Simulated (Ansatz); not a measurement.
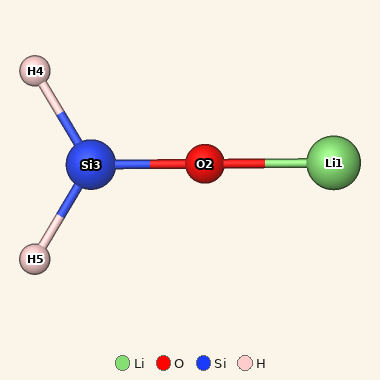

The system is H₂LiOSi, SMILES [Li][O][SiH2+], charge +1; the picture shows the reference structure. 
- Coordinates scanned: (1) angle O2–Si3–H4; (2) angle H5–Si3–H4.
- Nothing is relaxed (all other coordinates rigid).
- Grid: 15 × 15 points; 216 points were computed and 9 follow by symmetry.
- All energies are given in kJ/mol relative to the relaxed molecule at the same level.
- The calculation used Ansatz, RKS CAM-B3LYP-D4/def2-TZVP.

Its coordinates:

```yaml
atoms:
  - { symbol: Li, position_ang: [-2.4004, 0.1719, 0.7647] }
  - { symbol: O, position_ang: [-0.7586, 0.0543, 0.2417] }
  - { symbol: Si, position_ang: [0.6956, -0.0498, -0.2216] }
  - { symbol: H, position_ang: [1.3314, -1.3556, -0.4219] }
  - { symbol: H, position_ang: [1.4933, 1.1533, -0.4779] }
```

Range: angle O2–Si3–H4 from 95.9 to 145.9°; angle H5–Si3–H4 from 73.1 to 163.1°.

> What will the energy surface look like?

The lowest grid point is at angle O2–Si3–H4 = 120.9°, angle H5–Si3–H4 = 118.1°, 0 kJ/mol from the relaxed molecule at the same level. No other kind of well shows on this grid. The highest grid point, angle O2–Si3–H4 = 145.9°, angle H5–Si3–H4 = 163.1°, lies 370 kJ/mol above the lowest. Round the minimum the valley is somewhat tilted: raising angle O2–Si3–H4 shifts the best value of angle H5–Si3–H4 downwards (coupling k₁₂/√(k₁₁k₂₂) about 0.5).

| angle H5–Si3–H4 ↓, angle O2–Si3–H4 → | 95.9 | 99.5 | 103.1 | 106.7 | 110.2 | 113.8 | 117.4 | 120.9 | 124.5 | 128.1 | 131.7 | 135.2 | 138.8 | 142.4 | 145.9 |
| --- | --- | --- | --- | --- | --- | --- | --- | --- | --- | --- | --- | --- | --- | --- | --- |
| 163.1 | 103 | 102 | 105 | 110 | 119 | 131 | 147 | 165 | 187 | 213 | 241 | 271 | 304 | 337 | 370 |
| 156.7 | 80 | 77 | 76 | 79 | 85 | 94 | 106 | 122 | 141 | 163 | 189 | 217 | 250 | 285 | 322 |
| 150.2 | 63 | 57 | 54 | 54 | 57 | 63 | 72 | 84 | 99 | 118 | 140 | 165 | 195 | 228 | 264 |
| 143.8 | 51 | 43 | 38 | 35 | 35 | 38 | 44 | 53 | 65 | 80 | 99 | 120 | 146 | 175 | 207 |
| 137.4 | 46 | 35 | 27 | 22 | 20 | 21 | 24 | 30 | 39 | 51 | 65 | 83 | 104 | 129 | 157 |
| 131.0 | 45 | 32 | 22 | 15 | 11 | 9 | 10 | 13 | 19 | 28 | 40 | 54 | 71 | 92 | 116 |
| 124.5 | 50 | 35 | 23 | 14 | 8 | 4 | 2 | 3 | 7 | 13 | 21 | 32 | 46 | 63 | 83 |
| 118.1 | 60 | 44 | 30 | 19 | 11 | 5 | 1 | 0 | 1 | 5 | 11 | 19 | 30 | 44 | 60 |
| 111.7 | 76 | 58 | 42 | 30 | 20 | 12 | 6 | 3 | 2 | 4 | 7 | 13 | 22 | 32 | 45 |
| 105.2 | 98 | 78 | 61 | 47 | 35 | 26 | 18 | 13 | 11 | 10 | 11 | 15 | 21 | 29 | 39 |
| 98.8 | 125 | 104 | 86 | 70 | 57 | 46 | 37 | 30 | 26 | 23 | 23 | 24 | 28 | 34 | 42 |
| 92.4 | 158 | 136 | 116 | 99 | 85 | 73 | 62 | 54 | 48 | 44 | 42 | 42 | 43 | 47 | 53 |
| 86.0 | 198 | 175 | 154 | 136 | 120 | 107 | 95 | 86 | 78 | 72 | 69 | 67 | 67 | 69 | 72 |
| 79.5 | 243 | 220 | 198 | 180 | 163 | 149 | 136 | 126 | 117 | 110 | 105 | 102 | 100 | 100 | 102 |
| 73.1 | 292 | 269 | 248 | 229 | 212 | 197 | 184 | 173 | 164 | 156 | 149 | 145 | 142 | 141 | 141 |

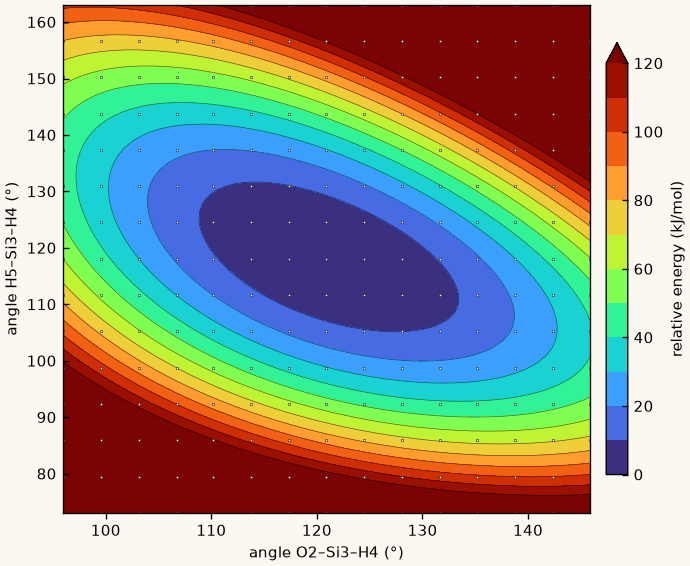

The picture shows filled contours, dots at the grid points, one colour for all values above the top of the scale. Between grid points the surface is interpolated.

Each point was launched as `ansatz run input.yaml --threads 1 --pin off --max-ram 2560MiB --backend cpu --events-out ev --progress --plain --runs-dir out`. Time for the 216 points that were run: 8 min on 1 thread of Arm Neoverse V2 (shared host).
